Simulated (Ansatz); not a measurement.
# CuGe: relaxing a made-up structure, part 2 of 2

Starting from a made-up structure for CuGe, the aim is the relaxed cell, its shortest contacts and, where a second run follows, its electronic structure.

Ansatz 0.2.0; DFT, PBEsol, plane-wave PAW, files of the set soft_1, scalar-relativistic, ferromagnetic start, cell and ions relaxed at zero pressure; PAW set soft_1 (the session's first sound run).

So far: The starting structure; Relaxation of the guess. The relaxed cell has a, b, c = 4.043, 2.938, 4.990 Å (conventional setting).

## 3. Bands of the relaxed cell

With the geometry fixed, one more self-consistent run, with a narrower smearing and the mesh shown in its input, gives the bands, and its pressure, and its forces where symmetry allows any, show how far the geometry depends on these settings.

This step: DFT, PBEsol, plane-wave PAW, files of the set soft_1, scalar-relativistic, no spin, bands and density of states at the relaxed cell; PAW set soft_1 (Ansatz 0.2.0).

input.yaml

```yaml
crystal:
  lattice:
    - [4.0429756169, 0.0, 0.0]
    - [0.0, 2.9383772165, 0.0]
    - [0.0, 0.0, 4.9902339281]
  atoms:
    - { symbol: Ge, position: [0.75, 0.5, 0.2869008044] }
    - { symbol: Ge, position: [0.25, 0.5, 0.7130991956] }
    - { symbol: Cu, position: [0.75, 0.0, 0.8369966708] }
    - { symbol: Cu, position: [0.25, 0.0, 0.1630033292] }
kpoints:
  mp_grid: { grid: [8, 10, 6] }
  band_path:
    path:
      - [[0.0, 0.0, 0.0], [0.0, -0.5, 0.0], [-0.5, -0.5, 0.0], [-0.5, 0.0, 0.0], [0.0, 0.0, 0.0], [0.0, 0.0, -0.5], [0.0, -0.5, -0.5], [-0.5, -0.5, -0.5], [-0.5, 0.0, -0.5], [0.0, 0.0, -0.5]]
      - [[-0.5, 0.0, 0.0], [-0.5, 0.0, -0.5]]
      - [[0.0, -0.5, -0.5], [0.0, -0.5, 0.0]]
      - [[-0.5, -0.5, 0.0], [-0.5, -0.5, -0.5]]
    npoints: 6
scf:
  occupations: { method: fermi_dirac, width: 0.03 }
  n_extra_bands: 8
hamiltonian:
  xc: pbesol
  pseudopotentials: { kind: paw, azcp: { folder: soft_1 }, xc_functional: pbe }
output:
  forces: true
  stress: true
  write_bands: true
  dos: { projected: true }
  write_density: true
  write_potential: true
  elf: true
  volumetric_format: npy
```

Command:

```
$ ansatz run input.yaml --threads 4 --pin off --max-ram 8192MiB --backend cpu --events-out ev --progress --plain --runs-dir out
```

Numbers of over 12 decimals in the logs are rounded to 6 here.

The log of the run:

```text
[...]
Crystal: 4 atoms, lattice volume = 59.283 Å³
Basis set: ecut = 420 eV, 1161 PW (Γ), exchange–correlation on 60×40×72 points (8 copies of the dense FFT grid, shifted against one another)
Bands: 41, of which v1, the nominal top of the filled ones, is band 33 counted from 1 (32 counted from 0)
Symmetry: 8 space group operations
[...]
k-points: 120 of 480
[...]
SCF iter   1: F=—  HF=-21685.926189 eV  |F-HF|=—  |Δ(HF+E_count)|=         —  Δρ=2.06e-1  dr2=1.72e1  ethr=3.10e-3  ⟨swp⟩=4.7  Hψ=16231  notcnv=0
[...]
SCF iter  10: F=-21683.797948 eV  HF=-21683.797948 eV  |F-HF|=1.44e-8  |Δ(HF+E_count)|=   2.68e-8  Δρ=4.52e-6  dr2=1.58e-8  ethr=1.52e-10  ⟨swp⟩=11.5  Hψ=29024  notcnv=0
SCF 1 converged in 10 iterations: F = -21683.797948 eV  dr2 = 1.58e-8
[...]
NSCF: frozen V_eff on 76 k-points
SCF converged after 10 iterations
Free energy (F): -21683.797948 eV
[...]
Internal energy: -21683.793106 eV  (E = F + TS)
E sigma→0 (E₀):  -21683.795527 eV
Entropy (-TS):   -0.004842 eV (-1.211 meV/atom)
Fermi energy:    13.804385 eV
[...]
--- Forces (eV/Å), atoms counted from 1 ---
  atom   1  Ge     0.00000000     0.00000000    -0.02018019
  atom   2  Ge     0.00000000     0.00000000     0.02018019
  atom   3  Cu     0.00000000     0.00000000     0.01904762
  atom   4  Cu     0.00000000     0.00000000    -0.01904762
  max |Σ_I F_I| component: 0.00e0 eV/Å
--- Stress (GPa, compression-positive) ---
       -0.023584       0.000000       0.000000
        0.000000      -0.627522       0.000000
        0.000000       0.000000       0.902515
  P = ⅓ Tr σ = 0.0838 GPa (0.838 kbar)
--- Band table (eV; the first three rows and the last of 120) ---
  k-point 0: bands = [... 29 lower, 10.8370, 11.0409, 11.0769, 14.0093, 15.7048, 16.9246, 17.4219, 18.5212, ... 4 higher]
  k-point 1: bands = [... 29 lower, 10.9513, 11.0475, 11.5075, 14.1455, 15.1179, 16.0668, 17.6192, 19.7620, ... 4 higher]
  k-point 2: bands = [... 29 lower, 10.8366, 11.6936, 12.3074, 14.0551, 14.5368, 15.6006, 18.1764, 19.8055, ... 4 higher]
  k-point 119: bands = [... 29 lower, 10.7928, 11.2814, 11.2814, 11.8378, 11.8378, 13.9324, 13.9324, 19.2460, ... 4 higher]
```

Run time: 7.3 s. Hardware: 4 threads of Arm Neoverse V1, shared host; peak memory 0.53 GiB.

This step gave:

```yaml
free_energy: -21683.7979 eV
energy_at_zero_smearing: -21683.7955 eV
smearing_term_ts: 0.004842 eV
pressure: 0.08380 GPa
```

From bands.tsv, the bands that come nearest the Fermi level along the path, at its corners, in eV from the Fermi level:

| point | band 30 | band 31 | band 32 | band 33 | band 34 | band 35 | band 36 | band 37 |
| --- | --- | --- | --- | --- | --- | --- | --- | --- |
| Γ | -2.97 | -2.76 | -2.73 | 0.20 | 1.90 | 3.12 | 3.62 | 4.72 |
| X | -2.56 | -2.41 | -0.54 | -0.26 | 1.12 | 1.75 | 2.78 | 3.06 |
| S | -2.62 | -2.26 | -2.26 | -0.49 | -0.49 | 1.62 | 1.62 | 2.31 |
| Y | -2.93 | -2.80 | -2.80 | -1.11 | -1.11 | 6.06 | 6.06 | 9.35 |
| Γ | -2.97 | -2.76 | -2.73 | 0.20 | 1.90 | 3.12 | 3.62 | 4.72 |
| Z | -2.98 | -1.62 | -1.19 | -0.42 | 0.70 | 3.00 | 3.95 | 5.15 |
| U | -2.68 | -2.33 | -2.14 | 1.44 | 1.65 | 1.91 | 4.05 | 4.12 |
| R | -3.01 | -2.52 | -2.52 | -1.97 | -1.97 | 0.13 | 0.13 | 5.44 |
| T | -2.90 | -2.79 | -2.79 | 3.19 | 3.19 | 5.91 | 5.91 | 6.57 |
| Z | -2.98 | -1.62 | -1.19 | -0.42 | 0.70 | 3.00 | 3.95 | 5.15 |
| Y | -2.93 | -2.80 | -2.80 | -1.11 | -1.11 | 6.06 | 6.06 | 9.35 |
| T | -2.90 | -2.79 | -2.79 | 3.19 | 3.19 | 5.91 | 5.91 | 6.57 |
| U | -2.68 | -2.33 | -2.14 | 1.44 | 1.65 | 1.91 | 4.05 | 4.12 |
| X | -2.56 | -2.41 | -0.54 | -0.26 | 1.12 | 1.75 | 2.78 | 3.06 |
| S | -2.62 | -2.26 | -2.26 | -0.49 | -0.49 | 1.62 | 1.62 | 2.31 |
| R | -3.01 | -2.52 | -2.52 | -1.97 | -1.97 | 0.13 | 0.13 | 5.44 |

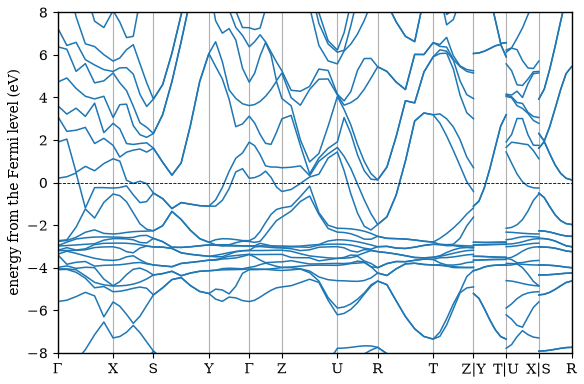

Bands along the path. 18 bands lie wholly below the window drawn.

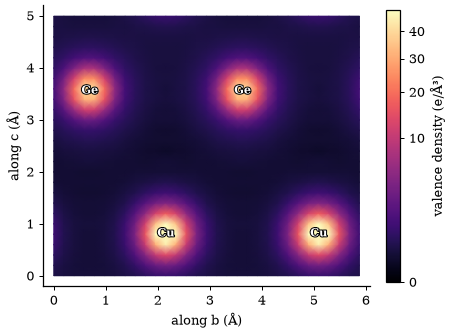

Valence density in the bc plane at fractional x = 0.250, with atoms of Ge and Cu within 0.2 Å of it. It is the smooth field of the valence electrons, not physical close to the nuclei. The map starts off the cell's origin, so that atoms lie inside it. The colour scale is stretched toward low values.

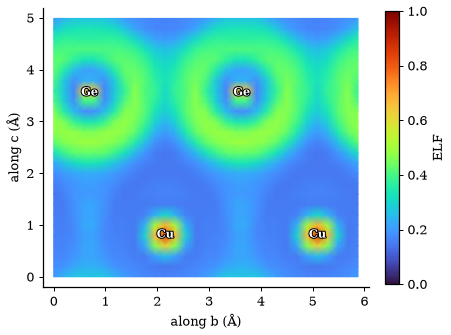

ELF in the bc plane at fractional x = 0.250, with atoms of Ge and Cu within 0.2 Å of it. It is the smooth field of the valence electrons, not physical close to the nuclei. The map starts off the cell's origin, so that atoms lie inside it.

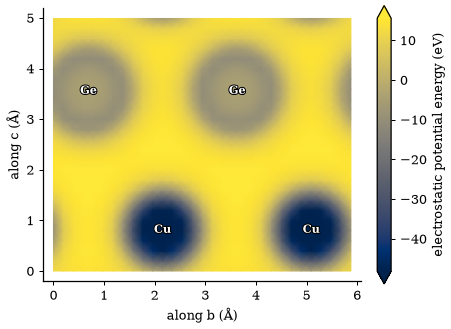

Electrostatic potential energy in the bc plane at fractional x = 0.250, with atoms of Ge and Cu within 0.2 Å of it. With pseudopotentials it is smooth inside the atoms' cores, unlike the true potential. The map starts off the cell's origin, so that atoms lie inside it.

## 4. Results

| Quantity | Value |
| --- | --- |
| space group, relaxed | Pmma |
| conventional cell | a = 4.043, b = 2.938, c = 4.990 Å; α = 90.0°, β = 90.0°, γ = 90.0° |
| volume per atom | 14.82 Å³ (guess 15.04) |
| total moment | 0.00 μB in the cell of 4 atoms |

What this shows: CuGe relaxes to Pmma with a = 4.043, b = 2.938 and c = 4.990 Å. The guessed volume was near the relaxed one. The space group Pmma was held in the relaxation, so the end point is a stationary structure within it and may be a saddle against distortions or other arrangements. The moments died out from this one start and weren't seeded again at the relaxed cell. Bands cross the Fermi level, so it is a metal or semimetal at this level. On the 8×10×6 mesh with the narrower smearing (relaxed on 7×9×6) the largest force component is 0.020 eV/Å and the largest stress component is 0.903 GPa, against the relaxation's thresholds of 0.015 eV/Å and 0.05 GPa. The cutoff wasn't tested. No dispersion term is used, so weakly bound directions may come out too long. Nothing here tests whether the compound is stable against decomposition.

[Logs are printed without paths, hosts, clocks, repeated set-up lines and the standing remarks that a program may print on its own settings, such as how far it seeks lower states.]

[Hosts, paths, dates, database ids (printed as entryN), source tags and the programs' standing remarks are cut or masked in the printed files.]
